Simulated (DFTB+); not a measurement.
# Energy and gradient calculation of CH₆AlBTe

System: CH₆AlBTe, SMILES CB[Te][AlH2].
Method: GFN1-xTB, R-SCC, dispersion built in (DFTB+ 25.1).

The geometry comes from this level: GFN2-xTB.

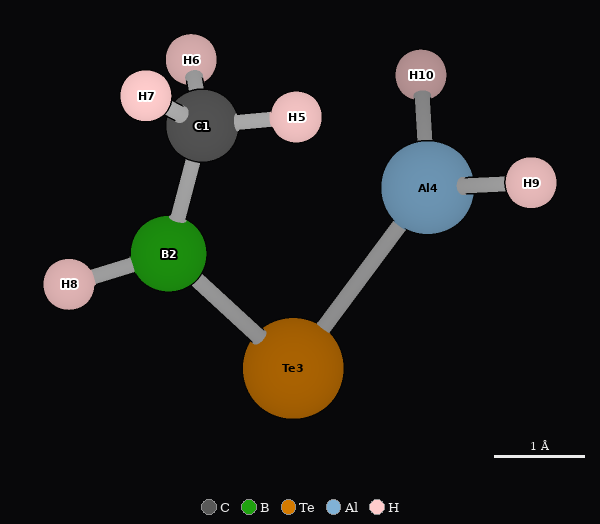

Figure 1. The input geometry (ball-and-stick view, seen at a tilt; atoms are numbered from 1 in the order of the input). Sticks mark near contacts.

### Input file (dftb_in.hsd)
```
# GFN1-XTB energy and gradient
Geometry = GenFormat {
  <<< "mol.gen"
}
Hamiltonian = xTB {
  Method = "GFN1-xTB"
  SCCTolerance = 0.0001
}
Analysis {
  PrintForces = Yes
}
Options {
  WriteResultsTag = Yes
}
ParserOptions {
  ParserVersion = 14
}
```

### File mol.gen
```
10 C
C B Te Al H
   1  1     -1.101680     -0.047100     -0.206620
   2  2     -0.265860     -1.340470     -0.553880
   3  3      1.803880     -1.537340     -0.134030
   4  4      1.467710      0.859350      0.642650
   5  5     -0.737260      0.506480      0.679170
   6  5     -1.035060      0.657270     -1.043240
   7  5     -2.163670     -0.236550     -0.050390
   8  5     -0.813960     -2.210680     -1.108450
   9  5      1.471620      1.303640      2.129930
  10  5      1.374280      2.045400     -0.355130
```

Hardware: 1 thread of AMD EPYC (Zen 3), 32 GiB of memory available, shared host.

Command:
```bash
dftb+ > output.log
```

### Log
```
|  DFTB+ development version (commit: a23bfb2)

Reading input file 'dftb_in.hsd'
Parser version: 14

--------------------------------------------------------------------------------

Processed input in HSD format written to 'dftb_pin.hsd'

Starting initialization...
--------------------------------------------------------------------------------
OpenMP threads:              1
Chosen random seed:          641844146
Current stacksize:           unlimited
Mode:                        Static calculation
Self consistent charges:     Yes
SCC-tolerance:                 0.100000E-03
Max. scc iterations:                    100
Shell resolved Hubbard:      Yes
Spin polarisation:           No
Nr. of up electrons:            11.000000
Nr. of down electrons:          11.000000
Periodic boundaries:         No
Electronic solver:           Relatively robust
Mixer:                       Broyden mixer
Mixing parameter:                  0.200000
Nr. of chrg. vec. in memory:            100
Max. SCC-cycles:                        100
tblite library version:      0.3.0
-> parametrization:          GFN1-xTB
-> repulsion:                Yes
-> dispersion:               Yes
-> halogen bonding:          Yes
-> electrostatics:           Yes
   -> isotropic:             Yes
   -> anisotropic:           No
   -> third-order:           Yes
Electronic temperature:              0.950045E-03 H      0.258520E-01 eV
Initial charges:             Set automatically (system chrg:   0.000E+00)
Included shells:             C:  s, p
                             B:  s, p
                            Te:  s, p, d
                            Al:  s, p, d
                             H:  s, s2
Extra options:
                             Mulliken analysis
                             Force calculation
Force type                   original

--------------------------------------------------------------------------------

***  Geometry step: 0

 iSCC Total electronic   Diff electronic      SCC error
    1   -0.11958812E+02    0.00000000E+00    0.11309827E+01
    2   -0.11963627E+02   -0.11958812E+02    0.90098892E+00
    3   -0.11964116E+02   -0.48141854E-02    0.17519465E+00
    4   -0.11966446E+02   -0.48925181E-03    0.89145090E-01
    5   -0.11967249E+02   -0.23303934E-02    0.19839792E-01
    6   -0.11967335E+02   -0.80252450E-03    0.36994078E-02
    7   -0.11967338E+02   -0.86627554E-04    0.35970582E-02
    8   -0.11967339E+02   -0.26171771E-05    0.15183698E-02
    9   -0.11967340E+02   -0.14144319E-05    0.24441029E-03
   10   -0.11967340E+02   -0.38434761E-06    0.16920542E-03
   11   -0.11967340E+02   -0.39428265E-08    0.47804001E-04

Total Energy:                      -11.8648596737 H         -322.8593 eV
Extrapolated to 0K:                -11.8648596737 H         -322.8593 eV
Total Mermin free energy:          -11.8648596737 H         -322.8593 eV
Force related energy:              -11.8648596737 H         -322.8593 eV

--------------------------------------------------------------------------------
--------------------------------------------------------------------------------
SCC                                    +       0.01 ( 63.1%)       0.03 ( 75.8%)
--------------------------------------------------------------------------------
Missing                                +       0.01 ( 36.9%)       0.01 ( 24.2%)
Total                                  =       0.02 (100.0%)       0.03 (100.0%)
--------------------------------------------------------------------------------
```

### File detailed.out
```
Fermi distribution function

Calculation with static geometry

********************************************************************************
 iSCC Total electronic   Diff electronic      SCC error
   11   -0.11967340E+02   -0.39428265E-08    0.47804001E-04
********************************************************************************

 Total charge:    -0.00000000

 Atomic gross charges (e)
 Atom           Charge
    1      -0.15456452
    2       0.15758861
    3      -0.00939268
    4       0.22384862
    5       0.05336838
    6       0.06120470
    7       0.04427848
    8      -0.08956620
    9      -0.14026739
   10      -0.14649799

Nr. of electrons (up):     22.00000000
Atom populations (up)
 Atom       Population
    1       4.15456452
    2       2.84241139
    3       6.00939268
    4       2.77615138
    5       0.94663162
    6       0.93879530
    7       0.95572152
    8       1.08956620
    9       1.14026739
   10       1.14649799

l-shell populations (up)
 Atom Sh.   l       Population
    1   1   0       1.03983403
    1   2   1       3.11473049
    2   1   0       1.03502895
    2   2   1       1.80738245
    3   1   0       1.93540853
    3   2   1       4.13753359
    3   3   2      -0.06354943
    4   1   0       1.28373637
    4   2   1       1.13697997
    4   3   2       0.35543503
    5   1   0       0.93057021
    5   2   0       0.01606141
    6   1   0       0.92649084
    6   2   0       0.01230446
    7   1   0       0.94294744
    7   2   0       0.01277408
    8   1   0       1.08342489
    8   2   0       0.00614131
    9   1   0       1.13984060
    9   2   0       0.00042679
   10   1   0       1.14626868
   10   2   0       0.00022932

Orbital populations (up)
 Atom Sh.   l   m       Population  Label
    1   1   0   0       1.03983403  s
    1   2   1  -1       1.06188972  p_y
    1   2   1   0       1.00432431  p_z
    1   2   1   1       1.04851646  p_x
    2   1   0   0       1.03502895  s
    2   2   1  -1       0.71972015  p_y
    2   2   1   0       0.41421972  p_z
    2   2   1   1       0.67344258  p_x
    3   1   0   0       1.93540853  s
    3   2   1  -1       1.39262582  p_y
    3   2   1   0       1.53562712  p_z
    3   2   1   1       1.20928064  p_x
    3   3   2  -2      -0.00629623  d_xy
    3   3   2  -1      -0.00745181  d_yz
    3   3   2   0      -0.01051120  d_z2
    3   3   2   1      -0.02407267  d_xz
    3   3   2   2      -0.01521752  d_x2-y2
    4   1   0   0       1.28373637  s
    4   2   1  -1       0.43953285  p_y
    4   2   1   0       0.58009941  p_z
    4   2   1   1       0.11734770  p_x
    4   3   2  -2       0.07314046  d_xy
    4   3   2  -1       0.03082563  d_yz
    4   3   2   0       0.14487553  d_z2
    4   3   2   1       0.05445953  d_xz
    4   3   2   2       0.05213389  d_x2-y2
    5   1   0   0       0.93057021  s
    5   2   0   0       0.01606141  s2
    6   1   0   0       0.92649084  s
    6   2   0   0       0.01230446  s2
    7   1   0   0       0.94294744  s
    7   2   0   0       0.01277408  s2
    8   1   0   0       1.08342489  s
    8   2   0   0       0.00614131  s2
    9   1   0   0       1.13984060  s
    9   2   0   0       0.00042679  s2
   10   1   0   0       1.14626868  s
   10   2   0   0       0.00022932  s2

Fermi level:                        -0.3286199410 H           -8.9422 eV
Band energy:                       -12.0487280403 H         -327.8626 eV
TS:                                  0.0000000000 H            0.0000 eV
Band free energy (E-TS):           -12.0487280403 H         -327.8626 eV
Extrapolated E(0K):                -12.0487280403 H         -327.8626 eV
Input / Output electrons (q):     22.0000000000     22.0000000000

Energy H0:                         -11.9735810046 H         -325.8177 eV
Energy SCC:                          0.0062411769 H            0.1698 eV
Total Electronic energy:           -11.9673398277 H         -325.6479 eV
Repulsive energy:                    0.1062790299 H            2.8920 eV
Halogen correction energy:           0.0000000000 H            0.0000 eV
Total energy:                      -11.8648596737 H         -322.8593 eV
Extrapolated to 0:                 -11.8648596737 H         -322.8593 eV
Total Mermin free energy:          -11.8648596737 H         -322.8593 eV
Force related energy:              -11.8648596737 H         -322.8593 eV

Non-constrained calculation

SCC converged

Total Forces
    1      0.001010543390      0.002287123149      0.001651447003
    2     -0.003574123935      0.004570862973      0.001730382408
    3      0.001577329266      0.017975255294      0.006786051723
    4      0.006508775798     -0.011082731636     -0.003788572155
    5      0.002321735692     -0.001880270695     -0.000153085878
    6     -0.000118303478     -0.000022913017     -0.002049547908
    7     -0.000398901855     -0.001701107462      0.000002378607
    8     -0.005636842629     -0.007294124584     -0.004175478672
    9     -0.001685139795     -0.001785970391      0.001019355843
   10     -0.000005072453     -0.001066123631     -0.001022930969

Maximal derivative component:        0.179753E-01 au

Dipole moment:   -0.35576108    0.24695696    0.06841915 au
Dipole moment:   -0.90425455    0.62770203    0.17390414 Debye
```

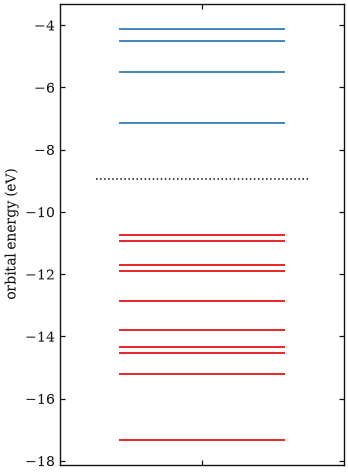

Figure 2. Orbital energies near the frontier; the dotted line parts filled from empty levels, and levels within 0.02 eV of each other stand side by side. Highest filled −10.73 eV, lowest empty −7.15 eV, 3.58 eV apart.

### Results in brief

```tsv
quantity	value
outcome	converged
Mermin free energy	−11.864860 hartree
basis functions	38
largest force	0.991 eV/Å
HOMO	−10.73 eV
LUMO	−7.15 eV
dipole moment	1.11 D
peak memory	0.069 GiB
```

### Notes

Settings chosen away from the usual ones: scf_conv.
